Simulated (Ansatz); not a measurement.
HfSiH4Cl2F2: several calculations on one system

## 1. Relaxation

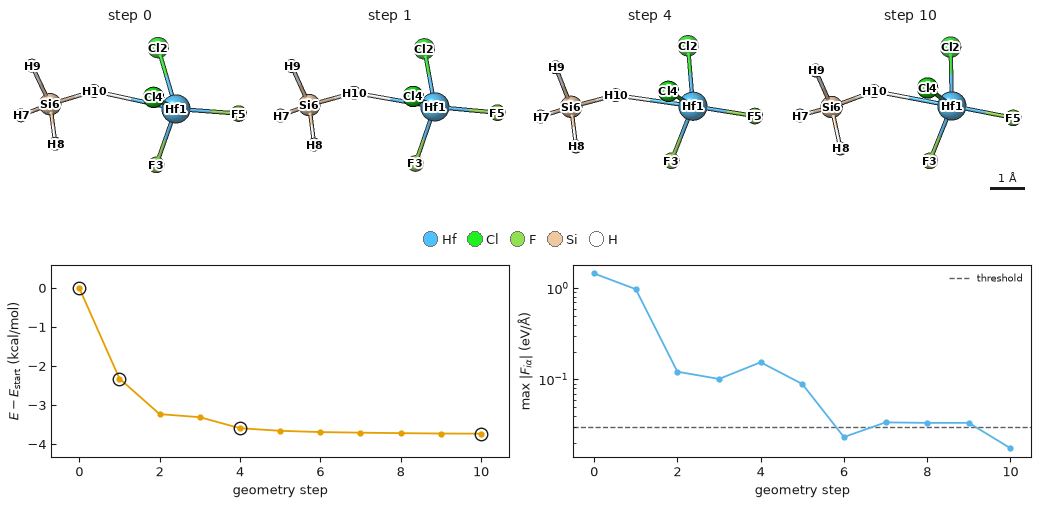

Frames of a relaxation of HfSiH$_{4}$Cl$_{2}$F$_{2}$, marked on the history of the run. A ball-and-stick model, seen from a free direction.

The run prepares an end point of a later path (reaction) calculation, from a guessed geometry.

Computed with Ansatz, RKS PBE-D4/def2-SVP. (no spin polarisation; force threshold 0.03 eV/Å; at most 50 steps)

What happens along the run?

Answer. Over 10 geometry steps the energy falls by 3.73 kcal/mol. Largest force component: 1.5 eV/Å at the start, 0.018 eV/Å at the end. Cl2 moves most after the best rigid fit: 0.38 Å. Largest moves by element: Cl 0.38 Å, H 0.25 Å, F 0.25 Å, Hf 0.16 Å, Si 0.11 Å. Near-neighbour distances that change, for instance: Hf1–H10 2.573 → 2.432 Å, Hf1–Cl2 2.472 → 2.359 Å, Si6–H10 1.484 → 1.519 Å, Hf1–Cl4 2.354 → 2.367 Å. Bond angles that change, for instance: Cl2–Hf1–H10 61.5° → 73.8°, F5–Hf1–H10 168.5° → 175.8°, Hf1–H10–Si6 137.8° → 132.8°. From step 0 to 1: Cl2 moves most (0.19 Å), energy −2.32 kcal/mol. From step 1 to 4: Cl4 moves most (0.21 Å), energy −1.27 kcal/mol. From step 4 to 10: H8 moves most (0.18 Å), energy −0.14 kcal/mol.

| step | E − E(0), kcal/mol | largest force component, eV/Å |
| --- | --- | --- |
| 0 | 0.00 | 1.4544 |
| 1 | -2.32 | 0.9789 |
| 2 | -3.23 | 0.1218 |
| 3 | -3.31 | 0.1014 |
| 4 | -3.59 | 0.1545 |
| 5 | -3.66 | 0.0893 |
| 6 | -3.69 | 0.0234 |
| 7 | -3.70 | 0.0338 |
| 8 | -3.72 | 0.0334 |
| 9 | -3.73 | 0.0335 |
| 10 | -3.73 | 0.0176 |

## 2. Relaxation

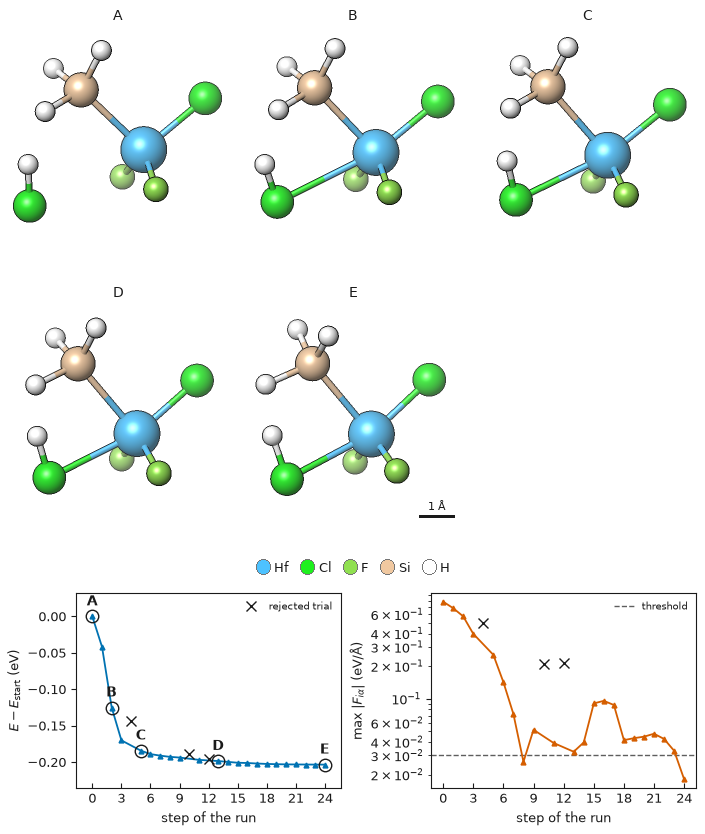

Frames of a relaxation of HfSiH₄Cl₂F₂, marked on the history of the run. Style: ball-and-stick. Shown at a tilt.

The run prepares an end point of a later path (reaction) calculation, from a guessed geometry.

Level of theory: RKS PBE-D4/def2-SVP in Ansatz. (no spin polarisation; force threshold 0.03 eV/Å; at most 50 steps)

Question: Describe the path.

Answer: Over 21 accepted moves (24 points after the start) the energy falls by 0.203 eV. Largest force component: 0.79 eV/Å at the start, 0.018 eV/Å at the end. The line search rejected the trial steps at points 4, 10, 12 of the run. The forces were under the threshold at step 8, but the run went on from there. The atom that moves furthest after the best rigid fit is a Cl atom (0.70 Å). Largest moves by element: Cl 0.70 Å, H 0.63 Å, Hf 0.30 Å, F 0.24 Å, Si 0.14 Å. Some distances before and after: Cl–Hf 3.714 → 2.883 Å, H–Hf 3.571 → 3.070 Å, Hf–Si 2.640 → 2.776 Å, H–Si 1.524 → 1.549 Å. New bonds form, among them: Cl–Hf (3.71 → 2.88 Å). Bond angles that change, for instance: F–Hf–Si 105.3° → 114.8°, Cl–Hf–Si 99.4° → 90.7°, F–Hf–Cl 112.1° → 105.2°. Groups turn about Hf–Si by about 25°. From step 0 to 2: a Cl atom moves most (0.39 Å), energy −0.125 eV. From step 2 to 5: an H atom moves most (0.23 Å), energy −0.059 eV. From step 5 to 13: an H atom moves most (0.23 Å), energy −0.014 eV. From step 13 to 24: H atoms move most (0.32 Å), energy −0.005 eV.

```
step  E − E(0), eV  largest force component, eV/Å      note
   0        0.0000                         0.7872          
   1       -0.0416                         0.6855          
   2       -0.1250                         0.5761          
   3       -0.1700                         0.3979          
   4       -0.1435                         0.4951  rejected
   5       -0.1841                         0.2545          
   6       -0.1889                         0.1426          
   7       -0.1910                         0.0723          
   8       -0.1927                         0.0262          
   9       -0.1936                         0.0518          
  10       -0.1890                         0.2103  rejected
  11       -0.1968                         0.0392          
  12       -0.1961                         0.2135  rejected
  13       -0.1984                         0.0325          
  14       -0.1996                         0.0396          
  15       -0.2008                         0.0906          
  16       -0.2011                         0.0958          
  17       -0.2019                         0.0876          
  18       -0.2024                         0.0416          
  19       -0.2028                         0.0433          
  20       -0.2030                         0.0448          
  21       -0.2031                         0.0476          
  22       -0.2032                         0.0426          
  23       -0.2033                         0.0331          
  24       -0.2034                         0.0180
```

## 3. Path

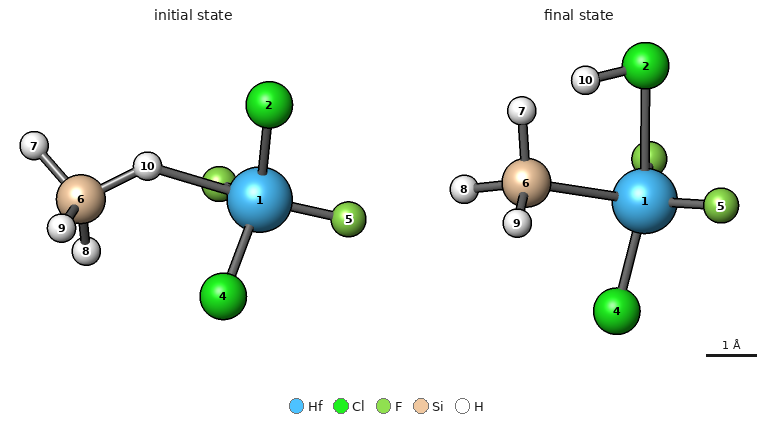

The two relaxed end points of a path for HfSiH₄Cl₂F₂. A ball-and-stick model, seen face on.

Method: RKS PBE-D4/def2-SVP (Ansatz 0.2.0).

Settings: 7 movable images; climbing image; force threshold 0.05 eV/Å; iteration limit 60.

Start:
```xyz
10

Hf   -0.1754   -0.1922    0.1652
Cl   -0.4700   -0.8901    2.3995
F     1.6483   -0.1239   -0.4085
Cl   -1.4942    1.6559   -0.5050
F    -0.8755   -1.6381   -0.8532
Si    1.3379    2.9333    1.2530
H     2.5907    3.0948    2.0609
H     1.6283    3.0486   -0.2118
H     0.2779    3.9010    1.6829
H     0.8209    1.5377    1.5549
```

End:
```xyz
10

Hf   -0.0856    0.3534   -0.1978
Cl    1.2065   -0.4590    2.2481
F     1.2830   -0.7425   -0.9673
Cl   -0.9713    1.5791   -1.9920
F    -1.6006   -0.4425    0.6597
Si    0.8261    2.6889    0.9929
H     1.5469    2.3601    2.3245
H     1.8778    3.4565    0.2281
H    -0.2374    3.6704    1.4270
H     1.4436    0.8624    2.4148
```

Predict the minimum-energy path and its barrier.

Forward barrier 1.90 eV, backward barrier 0.10 eV, with image 6 at the top; the reaction energy is +1.80 eV. Breaking: Si6–H10 (1.52 → 2.12 at the top → 2.40 Å). Forming: Cl2–H10 (2.88 → 1.39 at the top → 1.35 Å), Hf1–Si6 (3.64 → 2.82 at the top → 2.78 Å). The band is converged.

Energies of the converged images:

```tsv
image	path (Å)	E (eV)
0	0.00	0.000
1	1.09	0.008
2	2.17	0.045
3	3.26	0.194
4	4.34	0.322
5	5.42	0.812
6	6.50	1.903
7	6.84	1.851
8	7.19	1.800
```

The geometry at the top of the path:

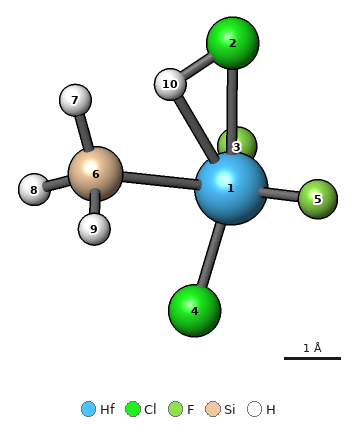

Cost: 6.4 min on 4 threads of Intel(R) Xeon(R) Platinum 8259CL CPU @ 2.50GHz (Skylake/Cascade Lake) (shared host), peak memory 0.25 GiB.
